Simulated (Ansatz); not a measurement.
**FeBiS4: relaxing a made-up structure**

This structure for FeBiS4 is made up. Its elements were placed in a known structure type with a cell scaled to their sizes. What cell does the guess relax to, and how far off was it?

Method: DFT, PBE, plane-wave PAW, files of the set soft_1, scalar-relativistic, ferromagnetic start, cell and ions relaxed at zero pressure; PAW set soft_1, in the first sound run; inputs show where later runs differ, in Ansatz 0.2.0.

## Step 1: Set-up

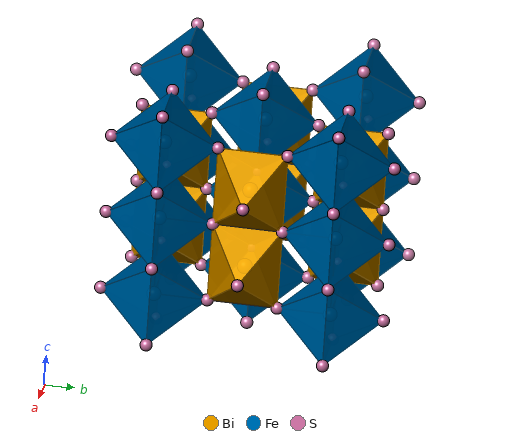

The cell as given, slightly off an axis (bismuth orange, iron blue, sulfur pink). 1×1×2 cells are drawn. This picture shows the conventional cell, with its axes. Some periodic images of atoms are drawn too.

## Step 2: Relaxation of the guess

The guess takes its coordinates from another compound and its volume from a rule, so the cell and any free coordinates are relaxed together.

input.yaml

```yaml
crystal:
  lattice:
    - [4.193, -4.324, 0.0]
    - [4.193, 4.324, 0.0]
    - [0.0, 0.0, 4.01]
  atoms:
    - { symbol: Bi, position: [0.5, 0.5, 0.5] }
    - { symbol: Fe, position: [0.0, 0.0, 0.0], spin: 3.0 }
    - { symbol: S, position: [0.2023, 0.2023, 0.5] }
    - { symbol: S, position: [0.7977, 0.7977, 0.5] }
    - { symbol: S, position: [0.302, 0.698, 0.0] }
    - { symbol: S, position: [0.698, 0.302, 0.0] }
magnetization:
  spin_polarized: true
kpoints:
  mp_grid: { grid: [5, 5, 7] }
scf:
  occupations: { method: fermi_dirac, width: 0.05 }
hamiltonian:
  xc: pbe
  pseudopotentials: { kind: paw, azcp: { folder: soft_1 } }
relax:
  f_tol: 0.015
  max_steps: 70
  cell: {}
output:
  forces: true
  stress: true
```

Run with:

```
$ ansatz run input.yaml --threads 4 --pin off --max-ram 10240MiB --backend cpu --events-out ev --progress --plain --runs-dir out
```

Numbers of over 12 decimals in the logs are rounded to 6 here.

Output:

```text
Engine: ansatz 0.2.0, aarch64-unknown-linux-gnu
Pseudopotentials: kind: paw
Pseudopotential: Bi, paw, valence charge 15, recommended cutoff 420 eV (normal), soft_1/Bi.paw.azcp
Pseudopotential: Fe, paw, valence charge 16, recommended cutoff 420 eV (normal), soft_1/Fe.paw.azcp
Pseudopotential: S, paw, valence charge 6, recommended cutoff 420 eV (normal), soft_1/S.paw.azcp
Functional definition: PBE
  parameter kappa = 0.804
  parameter beta = 0.066725
  exchange = pbe_x(kappa = kappa, mu = beta*pi^2/3)
  correlation = pbe_c(beta = beta)
Crystal: 6 atoms, lattice volume = 145.407 Å³
Basis set: ecut = 420 eV, 2821 PW (Γ), exchange–correlation on 90×90×54 points (8 copies of the dense FFT grid, shifted against one another)
Bands: 35, of which v1, the nominal top of the filled ones, is band 28 counted from 1 (27 counted from 0)
Symmetry: 8 space group operations
Space group: Cmmm (ITA 65), of the structure as read, at distance tolerance 5.3e-5 Å
Magnetic group: BNS 65.481 (UNI 579), of the structure as read, at distance tolerance 5.3e-5 Å
k-points: 36 of 175
Non-local potential: Bi, projectors of the file, l = 0: 2, l = 1: 2, l = 2: 2, l = 3: 1
Non-local potential: Fe, projectors of the file, l = 0: 3, l = 1: 2, l = 2: 3, l = 3: 1
Non-local potential: S, projectors of the file, l = 0: 2, l = 1: 2, l = 2: 1
PAW form: soft (Blöchl's): semilocal exchange-correlation on the pseudo side does not see the compensation charge
PAW one-centre angular grid: Bi, 590 points (default); XC on 64 Gauss nodes
PAW one-centre angular grid: Fe, 590 points (default); XC on 64 Gauss nodes
PAW one-centre angular grid: S, 110 points (default); XC on 64 Gauss nodes
Initial density: superposition of atomic densities (chi_scale 0.1, normalization cell, long waves kept (reshape's long-wave potential 0.12 eV rms))
Starting moments: Σ|m| = 3 μB on 1 of 6 sites
Initial wavefunctions: pseudopotential atomic-orbital guess
Functional: x = pbe(κ = 0.804, μ = 0.219515), c = pbe(β = 0.066725)
SCF iter   1: F=—  HF=-20487.332055 eV  |F-HF|=—  |Δ(HF+E_count)|=         —  Δρ=4.01e-2 (↑4.01e-2 ↓2.31e-2)  dr2=1.25e1  dr2_m=2.03e-1  M=3.465 μB ∫|m|=3.487 μB  β_m=0.30  ethr=3.10e-3  ⟨swp⟩=8.5  Hψ=11912  notcnv=0  defer=2
Mixer restart at iter 1: flushing history
preconditioner: auto → Kerker (q_TF=auto, 2.320 Å⁻¹)  [metal: Δε(μ)=0.002 eV  Ē_g=10.911 eV  σ=0.050 eV  W_gap=0.01  n_scr=34 (ndim 8)  ℏωp=21.1 eV  f_vac=0.007  D(μ)=9.15/eV (n_scr^D=92)]
spin=Collinear: Kerker preconditioning applied to the charge; magnetization (m = ρ↑ − ρ↓) channel mixes plain (no charge-response kernel on spin).
SCF iter   2: F=—  HF=-20487.145708 eV  |F-HF|=—  |Δ(HF+E_count)|=   1.86e-1  Δρ=1.92e-2 (↑1.92e-2 ↓1.61e-2)  dr2=4.89e0  dr2_m=1.24e-1  M=3.535 μB ∫|m|=3.598 μB  β_m=0.41  ethr=3.10e-3  ⟨swp⟩=3.0  Hψ=5859  notcnv=0  defer=36
SCF iter   3: F=—  HF=-20486.451210 eV  |F-HF|=—  |Δ(HF+E_count)|=   6.94e-1  Δρ=1.31e-2 (↑1.31e-2 ↓8.78e-3)  dr2=2.07e0  dr2_m=4.69e-2  M=3.636 μB ∫|m|=3.713 μB  β_m=0.47  ethr=3.10e-3  ⟨swp⟩=3.6  Hψ=4480  notcnv=0  defer=31
SCF iter   4: F=—  HF=-20486.031451 eV  |F-HF|=—  |Δ(HF+E_count)|=   4.20e-1  Δρ=6.99e-3 (↑3.41e-3 ↓6.99e-3)  dr2=1.11e-1  dr2_m=7.83e-3  M=3.776 μB ∫|m|=3.902 μB  β_m=0.73  ethr=3.10e-3  ⟨swp⟩=3.5  Hψ=4264  notcnv=0  defer=31
SCF iter   5: F=—  HF=-20486.146050 eV  |F-HF|=—  |Δ(HF+E_count)|=         —  Δρ=1.25e-2 (↑3.77e-3 ↓1.25e-2)  dr2=1.74e-1  dr2_m=8.29e-2  M=4.057 μB ∫|m|=4.157 μB  β_m=0.73  ethr=2.01e-4  ⟨swp⟩=2.8  Hψ=4802  notcnv=0  defer=32
Mixer restart at iter 5: flushing history
SCF iter   6: F=—  HF=-20486.185310 eV  |F-HF|=—  |Δ(HF+E_count)|=   3.93e-2  Δρ=7.12e-3 (↑7.12e-3 ↓2.47e-3)  dr2=4.59e-2  dr2_m=1.57e-2  M=4.130 μB ∫|m|=4.211 μB  β_m=0.76  ethr=2.01e-4  ⟨swp⟩=3.0  Hψ=5320  notcnv=0  defer=32
SCF iter   7: F=—  HF=-20486.176627 eV  |F-HF|=—  |Δ(HF+E_count)|=   8.68e-3  Δρ=6.69e-3 (↑2.19e-3 ↓6.69e-3)  dr2=1.14e-1  dr2_m=7.97e-3  M=4.177 μB ∫|m|=4.267 μB  β_m=0.66  ethr=8.35e-5  ⟨swp⟩=2.7  Hψ=5601  notcnv=0  defer=30
SCF iter   8: F=—  HF=-20486.165561 eV  |F-HF|=—  |Δ(HF+E_count)|=   1.11e-2  Δρ=1.63e-3 (↑4.17e-4 ↓1.63e-3)  dr2=3.11e-3  dr2_m=8.50e-4  M=4.226 μB ∫|m|=4.305 μB  β_m=0.83  ethr=8.35e-5  ⟨swp⟩=3.0  Hψ=5263  notcnv=0  defer=31
SCF iter   9: F=—  HF=-20486.167812 eV  |F-HF|=—  |Δ(HF+E_count)|=   2.25e-3  Δρ=5.69e-4 (↑4.04e-4 ↓5.69e-4)  dr2=1.54e-4  dr2_m=2.47e-4  M=4.239 μB ∫|m|=4.318 μB  β_m=0.91  ethr=5.65e-6  ⟨swp⟩=2.0  Hψ=4482  notcnv=0  defer=30
SCF iter  10: F=—  HF=-20486.168143 eV  |F-HF|=—  |Δ(HF+E_count)|=   3.31e-4  Δρ=2.62e-4 (↑8.53e-5 ↓2.62e-4)  dr2=1.32e-4  dr2_m=1.93e-5  M=4.263 μB ∫|m|=4.343 μB  β_m=0.96  ethr=2.80e-7  ⟨swp⟩=2.3  Hψ=4608  notcnv=0  defer=30
SCF iter  11: F=—  HF=-20486.168186 eV  |F-HF|=—  |Δ(HF+E_count)|=   4.34e-5  Δρ=9.86e-5 (↑4.65e-5 ↓9.86e-5)  dr2=3.11e-5  dr2_m=1.43e-6  M=4.269 μB ∫|m|=4.349 μB  β_m=0.98  ethr=2.39e-7  ⟨swp⟩=2.3  Hψ=3745  notcnv=0  defer=30
SCF iter  12: F=—  HF=-20486.168186 eV  |F-HF|=—  |Δ(HF+E_count)|=   1.05e-7  Δρ=3.06e-5 (↑6.80e-6 ↓3.06e-5)  dr2=1.87e-6  dr2_m=3.21e-7  M=4.271 μB ∫|m|=4.350 μB  β_m=0.99  ethr=5.66e-8  ⟨swp⟩=2.4  Hψ=4031  notcnv=0  defer=30
SCF iter  13: F=—  HF=-20486.168187 eV  |F-HF|=—  |Δ(HF+E_count)|=   5.38e-7  Δρ=9.97e-6 (↑3.64e-6 ↓9.97e-6)  dr2=2.43e-7  dr2_m=3.36e-8  M=4.270 μB ∫|m|=4.350 μB  β_m=0.99  ethr=3.40e-9  ⟨swp⟩=2.6  Hψ=4273  notcnv=0  defer=30
SCF iter  14: F=—  HF=-20486.168187 eV  |F-HF|=—  |Δ(HF+E_count)|=   8.67e-8  Δρ=3.77e-6 (↑1.62e-6 ↓3.77e-6)  dr2=7.42e-8  dr2_m=2.76e-9  M=4.270 μB ∫|m|=4.350 μB  β_m=1.00  ethr=4.42e-10  ⟨swp⟩=2.2  Hψ=3748  notcnv=0  defer=30
SCF iter  15: F=-20486.168187 eV  HF=-20486.168187 eV  |F-HF|=2.05e-9  |Δ(HF+E_count)|=   6.26e-9  Δρ=1.47e-6 (↑1.47e-6 ↓9.67e-7)  dr2=7.17e-9  dr2_m=8.46e-10  M=4.270 μB ∫|m|=4.350 μB  ethr=1.35e-10  ⟨swp⟩=2.7  Hψ=8088  notcnv=0
SCF 1 converged in 15 iterations: F = -20486.168187 eV  dr2 = 7.17e-9
  greatest PAW one-centre occupation: 1.002 electrons in one spin orbital (limit 2), on the Fe atom at site 1 (counted from 0), in its partial waves of l = 1
relax step   1: F+E_penalty+E_count = -20486.16818674 eV  Δ(F+E_penalty+E_count) = +0.000e0 eV  max|allowed force component| = 2.826e0 eV/Å  Δτ_max = 0.0000 Å  P = -1.260 GPa  Ω = 145.407 Å³  (15 SCF iters, dr2 threshold 1.00e-7 eV, accepted)
Crystal: 6 atoms, lattice volume = 142.557 Å³
Basis set: ecut = 420 eV, 2767 PW (Γ), exchange–correlation on 90×90×54 points (8 copies of the dense FFT grid, shifted against one another)
Initial density: handed on by an earlier stage of this run
[...]
Basis set: ecut = 420 eV, 2591 PW (Γ), exchange–correlation on 80×80×54 points (8 copies of the dense FFT grid, shifted against one another)
Initial wavefunctions: pseudopotential atomic-orbital guess (no wavefunctions were taken with the density)
iter 1 solved again at ethr=1.08e-6 eV; its pass at ethr=3.10e-3 eV (dr2=5.92e-4 eV) is discarded
SCF iter   1: F=—  HF=-20487.929105 eV  |F-HF|=—  |Δ(HF+E_count)|=         —  Δρ=2.02e-4 (↑6.71e-5 ↓2.02e-4)  dr2=8.59e-5  dr2_m=7.29e-6  M=2.432 μB ∫|m|=2.605 μB  β_m=0.65  ethr=1.08e-6  ⟨swp⟩=3.8  Hψ=19279  notcnv=0
preconditioner: auto → Kerker (q_TF=auto, 1.941 Å⁻¹)  [metal: Δε(μ)=0.019 eV  Ē_g=7.979 eV  σ=0.050 eV  W_gap=0.10  n_scr=10 (ndim 8)  ℏωp=19.6 eV  f_vac=0.019  D(μ)=4.30/eV (n_scr^D=38)]
spin=Collinear: Kerker preconditioning applied to the charge; magnetization (m = ρ↑ − ρ↓) channel mixes plain (no charge-response kernel on spin).
SCF iter   2: F=—  HF=-20487.929076 eV  |F-HF|=—  |Δ(HF+E_count)|=   2.83e-5  Δρ=7.50e-5 (↑7.50e-5 ↓5.63e-5)  dr2=2.93e-6  dr2_m=4.22e-6  M=2.432 μB ∫|m|=2.605 μB  β_m=0.57  ethr=1.56e-7  ⟨swp⟩=2.1  Hψ=3460  notcnv=0
SCF iter   3: F=—  HF=-20487.929081 eV  |F-HF|=—  |Δ(HF+E_count)|=   4.94e-6  Δρ=2.23e-5 (↑2.23e-5 ↓1.50e-5)  dr2=1.11e-6  dr2_m=3.00e-8  M=2.431 μB ∫|m|=2.605 μB  β_m=0.54  ethr=5.33e-9  ⟨swp⟩=2.0  Hψ=4562  notcnv=0
SCF iter   4: F=—  HF=-20487.929083 eV  |F-HF|=—  |Δ(HF+E_count)|=   1.89e-6  Δρ=2.77e-5 (↑7.45e-6 ↓2.77e-5)  dr2=1.79e-6  dr2_m=1.59e-7  M=2.431 μB ∫|m|=2.605 μB  β_m=0.77  ethr=2.02e-9  ⟨swp⟩=2.0  Hψ=4512  notcnv=0
SCF iter   5: F=—  HF=-20487.929088 eV  |F-HF|=—  |Δ(HF+E_count)|=   4.93e-6  Δρ=4.43e-5 (↑4.18e-6 ↓4.43e-5)  dr2=4.05e-6  dr2_m=5.43e-7  M=2.431 μB ∫|m|=2.604 μB  β_m=0.30  ethr=2.02e-9  ⟨swp⟩=2.0  Hψ=3093  notcnv=0
SCF iter   6: F=—  HF=-20487.929090 eV  |F-HF|=—  |Δ(HF+E_count)|=   1.53e-6  Δρ=8.11e-6 (↑5.32e-6 ↓8.11e-6)  dr2=1.15e-7  dr2_m=2.66e-8  M=2.431 μB ∫|m|=2.604 μB  β_m=0.59  ethr=2.02e-9  ⟨swp⟩=2.4  Hψ=4504  notcnv=0
SCF iter   7: F=—  HF=-20487.929094 eV  |F-HF|=—  |Δ(HF+E_count)|=   4.88e-6  Δρ=6.18e-6 (↑1.28e-6 ↓6.18e-6)  dr2=7.91e-8  dr2_m=9.60e-9  M=2.430 μB ∫|m|=2.603 μB  β_m=0.73  ethr=2.09e-10  ⟨swp⟩=3.5  Hψ=5894  notcnv=0
SCF iter   8: F=—  HF=-20487.929095 eV  |F-HF|=—  |Δ(HF+E_count)|=   4.97e-7  Δρ=6.50e-7 (↑4.42e-7 ↓6.50e-7)  dr2=1.77e-9  dr2_m=1.04e-10  M=2.430 μB ∫|m|=2.603 μB  β_m=0.87  ethr=1.44e-10  ⟨swp⟩=3.0  Hψ=5428  notcnv=0
SCF iter   9: F=—  HF=-20487.929095 eV  |F-HF|=—  |Δ(HF+E_count)|=   2.11e-9  Δρ=6.72e-7 (↑1.33e-7 ↓6.72e-7)  dr2=1.19e-9  dr2_m=1.11e-10  M=2.430 μB ∫|m|=2.603 μB  β_m=0.93  ethr=3.22e-12  ⟨swp⟩=2.0  Hψ=3827  notcnv=0
SCF iter  10: F=—  HF=-20487.929095 eV  |F-HF|=—  |Δ(HF+E_count)|=   1.31e-9  Δρ=3.28e-7 (↑6.63e-8 ↓3.28e-7)  dr2=3.27e-10  dr2_m=2.31e-11  M=2.430 μB ∫|m|=2.603 μB  β_m=0.97  ethr=2.16e-12  ⟨swp⟩=2.2  Hψ=3906  notcnv=0
SCF iter  11: F=—  HF=-20487.929095 eV  |F-HF|=—  |Δ(HF+E_count)|=  1.64e-10  Δρ=2.28e-7 (↑6.26e-8 ↓2.28e-7)  dr2=1.44e-10  dr2_m=8.84e-12  M=2.430 μB ∫|m|=2.603 μB  β_m=0.98  ethr=1.00e-12  ⟨swp⟩=1.6  Hψ=2730  notcnv=0
SCF iter  12: F=—  HF=-20487.929095 eV  |F-HF|=—  |Δ(HF+E_count)|=  1.46e-10  Δρ=5.29e-8 (↑1.10e-8 ↓5.29e-8)  dr2=6.68e-12  dr2_m=6.98e-13  M=2.430 μB ∫|m|=2.603 μB  β_m=0.96  ethr=1.00e-12  ⟨swp⟩=2.1  Hψ=3433  notcnv=0
SCF iter  13: F=—  HF=-20487.929095 eV  |F-HF|=—  |Δ(HF+E_count)|=  7.28e-12  Δρ=3.68e-8 (↑4.24e-9 ↓3.68e-8)  dr2=2.21e-12  dr2_m=4.48e-13  M=2.430 μB ∫|m|=2.603 μB  β_m=0.98  ethr=1.00e-12  ⟨swp⟩=1.0  Hψ=2520  notcnv=0
SCF iter  14: F=—  HF=-20487.929095 eV  |F-HF|=—  |Δ(HF+E_count)|=    0.00e0  Δρ=2.58e-8 (↑2.67e-9 ↓2.58e-8)  dr2=1.40e-12  dr2_m=1.78e-13  M=2.430 μB ∫|m|=2.603 μB  β_m=0.99  ethr=1.00e-12  ⟨swp⟩=1.0  Hψ=2520  notcnv=0
SCF iter  15: F=-20487.929095 eV  HF=-20487.929095 eV  |F-HF|=1.46e-11  |Δ(HF+E_count)|=  7.28e-12  Δρ=7.49e-8 (↑2.14e-8 ↓7.49e-8)  dr2=1.66e-11  dr2_m=9.36e-13  M=2.430 μB ∫|m|=2.603 μB  ethr=1.00e-12  ⟨swp⟩=2.7  Hψ=7008  notcnv=0
SCF 8 converged in 15 iterations: F = -20487.929095 eV  dr2 = 1.66e-11
relax step   8: F+E_penalty+E_count = -20487.92909492 eV  Δ(F+E_penalty+E_count) = +2.459e-3 eV  max|allowed force component| = 1.909e-3 eV/Å  Δτ_max = 0.0000 Å  P = +0.001 GPa  Ω = 132.370 Å³  stress off target by 8.74e-3 GPa  SCF on the basis re-selected at this cell (its energy is not comparable with the rows above)  (15 SCF iters)
basis re-selected at this cell: Δ(F+E_penalty+E_count) = +2.459e-3 eV, ΔP = +0.007 GPa vs the last step (what re-selecting the basis moved, of the pressure what is left beyond the Pulay correction that the steps carried, after the strain that the cell walked since its last selection, with what the two solves' SCF thresholds leave and, on support functions, any second-order correction that the steps lacked; it is no measure of the basis error at this ecutwfc). The dense FFT grid was sized anew with the basis: this SCF ran on 40×40×27 points, the steps before it on 45×45×27, so part of this shift can come from that change (see relax.cell in the input reference). [rest of the remark cut]
SCF converged after 15 iterations
Magnetization: 2.4300 μB (28.7150 up, 26.2850 down)
Absolute magnetization: 2.6007 μB (∫|ρ↑−ρ↓|, with the PAW one-centre terms)
Spin contamination: 0.0815 ħ² per cell (⟨S²⟩ above its minimum at these occupations)
Per-site moments (μB) at R_I (Å): [(-0.000278129, 1.119225), (1.764502, 0.937594), (0.084886, 0.953745), (0.084886, 0.953745), (0.089393, 0.937594), (0.089393, 0.937594)]
Free energy (F): -20487.929095 eV
Harris-Foulkes:  -20487.929095 eV  (|F-HF|=1.46e-11)
Internal energy: -20487.893396 eV  (E = F + TS)
E sigma→0 (E₀):  -20487.911245 eV
Entropy (-TS):   -0.035699 eV (-5.950 meV/atom)
Fermi energy:    7.058165 eV
--- Per-component energies (eV) ---
  E_band       = -525.013598
  E_kinetic    = 999.722507
  E_local      = -5749.416880  (includes V_loc(G=0)·N_el)
  E_nonlocal   = 835.241432
  E_hartree    = 2320.945505
  E_xc         = -615.015622
  E_vxc        = -600.098604  (∫ρ·V_xc dr)
  E_paw        = -14475.807392  (= ΣΔE_a)
  E_vpaw       = -652.352572  (= ΣTr[D̂ρ^β])
  E_aug_tail   = -0.000796  (compensation charges beyond the density's cutoff)
  E_ewald      = -3803.562150
  E_smearing   = -0.035699  (= −TS)
  E_closure    = -0.000000  (closes the sum)
  Σ components = -20487.929095   (vs F -20487.929095, Δ=0.00e0)
--- Forces (eV/Å), atoms counted from 1 ---
  atom   1  Bi     0.00000000     0.00000000     0.00000000
  atom   2  Fe    -0.00000000     0.00000000     0.00000000
  atom   3  S      0.00190929     0.00000000     0.00000000
  atom   4  S     -0.00190929     0.00000000     0.00000000
  atom   5  S      0.00000000     0.00095320     0.00000000
  atom   6  S      0.00000000    -0.00095320     0.00000000
  max |Σ_I F_I| component: 2.17e-19 eV/Å
--- Stress (GPa, compression-positive) ---
        0.008744       0.000000       0.000000
        0.000000      -0.001048       0.000000
        0.000000       0.000000      -0.004533
  P = ⅓ Tr σ = 0.0011 GPa (0.011 kbar)
--- Relaxed structure (7 steps of the walk, 7 accepted, 1 SCFs on fresh bases) ---
  F+E_penalty+E_count = -20487.92909492 eV   max|allowed force component| = 1.909e-3 eV/Å   (the final SCF, on the basis selected at the relaxed cell)
  cell:  # Å, volume = 132.3702 Å³
    - [4.133931, -4.207306, 0.0]
    - [4.133931, 4.207306, 0.0]
    - [0.0, 0.0, 3.805335]
  atoms:
    - { symbol: Bi, position: [0.5, 0.5, 0.500000] }
    - { symbol: Fe, position: [-5.50515207018647e-19, -5.484257023692376e-19, 0.0] }
    - { symbol: S, position: [0.158888, 0.158888, 0.500000] }
    - { symbol: S, position: [0.841112, 0.841112, 0.500000] }
    - { symbol: S, position: [0.270120, 0.729880, 0.0] }
    - { symbol: S, position: [0.729880, 0.270120, 0.0] }
```

Elapsed: 49 s, on 4 threads of Arm Neoverse V2, shared host; peak memory 0.69 GiB.

Relaxation path:

```tsv
step	energy less that of the first step (eV)	largest force component (eV/Å)	pressure (GPa)	volume (Å³)
1	0.0000	2.8259	-1.26	145.41
2	-1.1741	1.4044	-3.73	142.56
3	-1.6645	0.8519	3.32	127.06
4	-1.7593	0.1644	-0.23	132.44
5	-1.7633	0.0078	-0.01	132.36
6	-1.7633	0.0016	-0.01	132.37
7	-1.7634	0.0014	-0.01	132.37
8*	-1.7609	0.0019	0.00	132.37
```

Relaxation steps marked * repeat the geometry before them on a plane-wave basis chosen anew for their cell, so energy and pressure can jump there.

The run keeps the 8 symmetry operations that it works with, so distortions that break them were not tested.

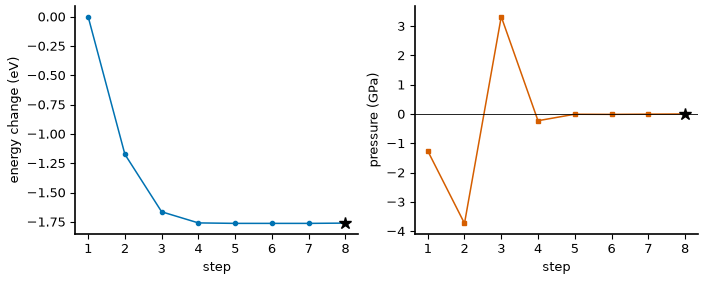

Energy and pressure along the relaxation. Stars mark steps on a basis chosen anew.

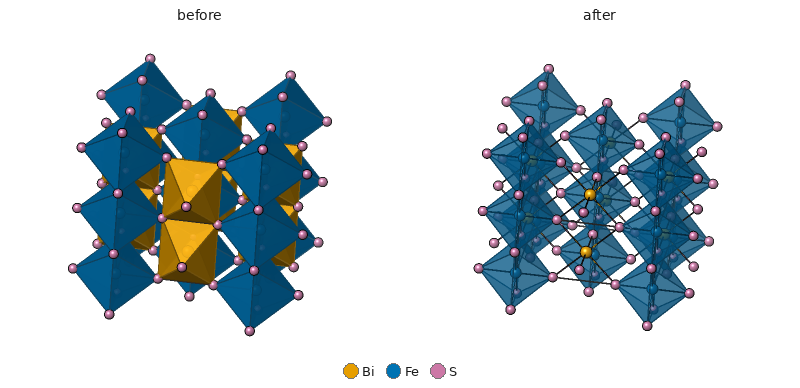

Before and after, at one scale.

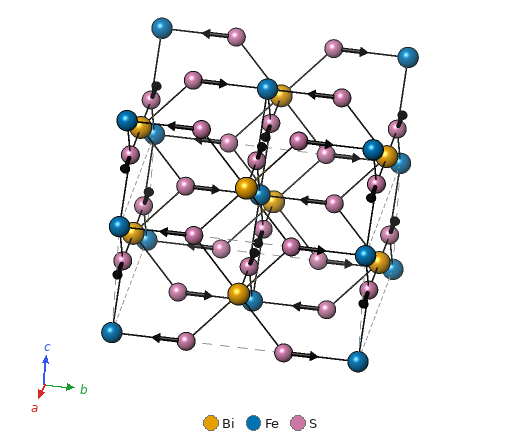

Displacements in the relaxation, exaggerated, measured against the changing cell; the longest in the cell stands for 0.36 Å. 1×1×2 conventional cells are drawn. Some periodic images of atoms are drawn too.

```tsv
conventional cell, symmetrised	before	after	change
a (Å)	8.386	8.268	-1.4 %
b (Å)	8.648	8.415	-2.7 %
c (Å)	4.010	3.805	-5.1 %
volume (Å³/atom)	24.23	22.06	-9.0 %
```

The atoms that moved most (Å, as changes of fractional coordinates times the final cell):

```tsv
atom	dx	dy	dz	length
S4	0.359	0.000	0.000	0.359
S3	-0.359	0.000	0.000	0.359
S6	0.000	-0.268	0.000	0.268
S5	0.000	0.268	0.000	0.268
```

Final coordinates:

```xyz
6
Lattice="4.1339 -4.2073 0.0000 4.1339 4.2073 0.0000 0.0000 0.0000 3.8053" Properties=species:S:1:pos:R:3 pbc="T T T"
Bi    4.1339    0.0000    1.9027
Fe    0.0000    0.0000    0.0000
S     1.3137    0.0000    1.9027
S     6.9542    0.0000    1.9027
S     4.1339    1.9343    0.0000
S     4.1339   -1.9343    0.0000
```

This step gave:

```yaml
free_energy: -20487.9291 eV
energy_at_zero_smearing: -20487.9112 eV
smearing_term_ts: 0.03570 eV
fermi_energy: 7.058 eV
magnetization: 2.430 μB
absolute_magnetization: 2.601 μB
site_moments: -2.78e-4, 1.765, 0.08489, 0.08489, 0.08939, 0.08939 μB
electrons: 55
symmetry_operations: 8
pressure: 0.001054 GPa
```

Site moment by atom:

```tsv
atom	site moment (μB)
Bi1	0.00
Fe2	1.76
S3	0.08
S4	0.08
S5	0.09
S6	0.09
```

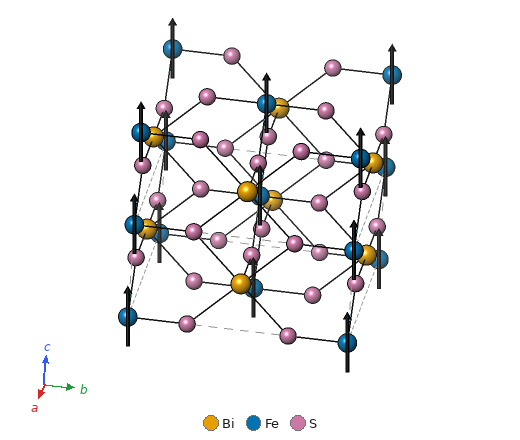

Site moment as arrows, the longest 1.76 μB. Up and down stand for the sign. Arrows give size and sign along the axis of quantisation, drawn up and down the page. 1×1×2 conventional cells are drawn. Some periodic images of atoms are drawn too.

The shortest distance of each pair, which need not be the same contact before and after:

```tsv
pair	guess (Å)	relaxed (Å)
Fe–S	2.612	2.273
S–S	3.393	2.627
Bi–S	2.497	2.713
Bi–Bi	4.010	3.805
Fe–Fe	4.010	3.805
```

The relaxation ends with a largest force component of 0.0019 eV/Å and a pressure of 0.00 GPa.

[end of part 1 of 2]

[Logs are printed without paths, hosts, clocks, repeated set-up lines and the standing remarks that a program may print on its own settings, such as how far it seeks lower states.]

[Hosts, paths, dates, database ids (printed as entryN), source tags and the programs' standing remarks are cut or masked in the printed files.]
